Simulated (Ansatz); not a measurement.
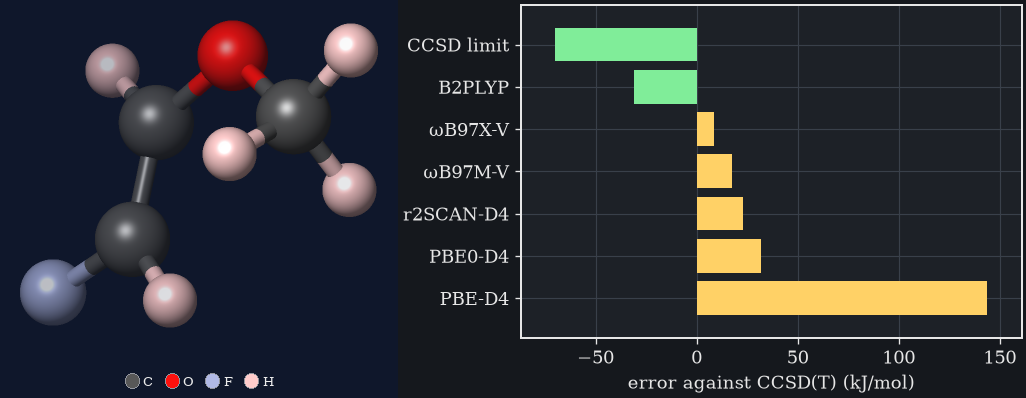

Error in the electronic atomisation energy (method less reference, so positive means overbinding) of C₃H₅FO, SMILES CO/C=C/F: functionals in def2-TZVPP against frozen-core CCSD(T) at the limit (MP2 extrapolated from triple and quadruple zeta, plus CCSD(T) less MP2 in a smaller set), which gives 3994.2 kJ/mol, at a PBE0-D4/def2-TZVP geometry (no frequency check), no zero-point or spin-orbit term, the Ansatz code. The reference leaves out core correlation, a term that grows with the number of heavy atoms. B2PLYP holds a correlation term that converges slowly with the basis, so part of the distance to the limit is basis error. No dispersion term is added to B2PLYP. Limit means the basis limit.

### Which of these levels overbind, and which underbind?

Overbind: PBE0-D4 and PBE-D4. Underbind: CCSD limit and B2PLYP. Within 25 kJ/mol of zero, too close to call in view of what the reference leaves out: ωB97X-V, ωB97M-V and r2SCAN-D4.

### What range do the values span?

From −70.0 kJ/mol (CCSD limit) to 143.8 kJ/mol (PBE-D4).

Limits of at least one run: one conformer of a flexible molecule.
